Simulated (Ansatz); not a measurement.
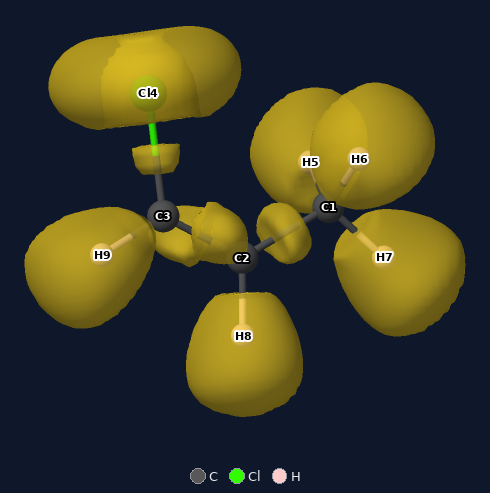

Figure. C3H5Cl. Isosurface of the ELF at 0.8 (yellow), seen at a tilt. Only the valence region is drawn (cores and ρ < 0.01 e/Å³ removed).

Geometry: PBE0-D4/def2-TZVP.

All numbers below come from Ansatz, RKS PBE0-D4/def2-TZVPP.

The calculation's input:

```
crystal:
  periodic: [false, false, false]
  atoms:
    - {symbol: C, position_ang: [-0.032110, 0.963734, -0.618222]}
    - {symbol: C, position_ang: [0.566177, -0.193845, 0.106879]}
    - {symbol: C, position_ang: [-0.109597, -1.142076, 0.737066]}
    - {symbol: Cl, position_ang: [-1.831574, -1.171197, 0.809167]}
    - {symbol: H, position_ang: [-0.690413, 0.625554, -1.423420]}
    - {symbol: H, position_ang: [-0.643944, 1.573628, 0.052431]}
    - {symbol: H, position_ang: [0.737846, 1.601045, -1.051915]}
    - {symbol: H, position_ang: [1.647916, -0.287199, 0.133625]}
    - {symbol: H, position_ang: [0.355700, -1.969664, 1.254400]}
basis:
  gaussian: {orbitals: def2-TZVPP}
hamiltonian: {xc: pbe0, dispersion: d4}
output: {orbitals: {seedname: orbitals}}
```

Launched as:

```sh
ansatz run in.yaml --threads 4 --pin off --events-out ev --progress --plain --max-ram 10444MiB
```

Describe the localisation domains.

Answer. The surface consists of two regions between bonded C–C atoms (shared pairs), one region between bonded C–Cl atoms (shared pairs), five regions around hydrogen nuclei and one ring or bowl of non-bonding electrons around Cl. Along the contacts the grid gives the following. C–C (1.32 Å): the ELF peaks at about 0.90 between the atoms: a short, multiple covalent bond. C–Cl (1.72 Å): the ELF peaks at about 0.90 between the atoms (a shared electron pair).
